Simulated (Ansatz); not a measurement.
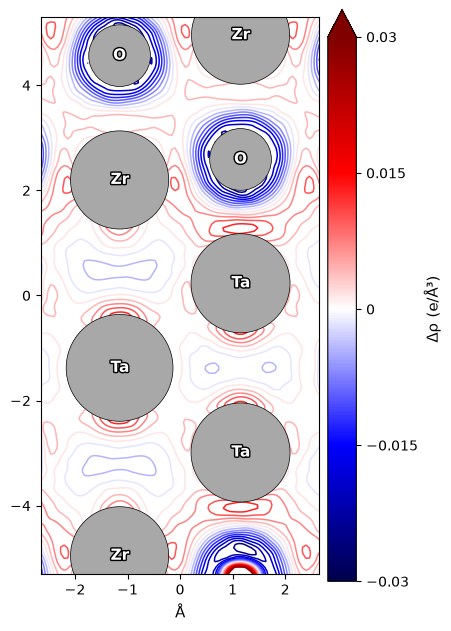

Zr$_{2}$Ta$_{3}$O$_{2}$. Difference of the valence pseudo-densities of two functionals at the same geometry, on the (001) plane of the calculation cell: one of PBE and r2SCAN less the other.

Both computed with Ansatz (plane waves, PAW), on the same k-point mesh. Grey discs cover the atomic cores.

```
CELL_PARAMETERS angstrom
-3.25492 3.25492 0.00000
1.62746 -1.62746 9.90682
0.00000 3.25492 0.00000
ATOMIC_POSITIONS crystal
Zr 0.81953 0.63906 0.00000
Zr 0.18047 0.36094 0.00000
Ta 0.58128 0.16256 0.00000
Ta 0.41872 0.83744 0.00000
Ta 0.00000 0.00000 0.00000
O 0.70016 0.40031 0.00000
O 0.29984 0.59969 0.00000
```

**Which was subtracted from which, and what does the map show?**

It is PBE less r2SCAN. Against r2SCAN, PBE gives less density around O (−0.017 e/Å³ on average at 0.7 Å from the nucleus) and a change of +0.007 e/Å³ at the midpoint of Zr–O and +0.011 e/Å³ at the midpoint of Ta–O.
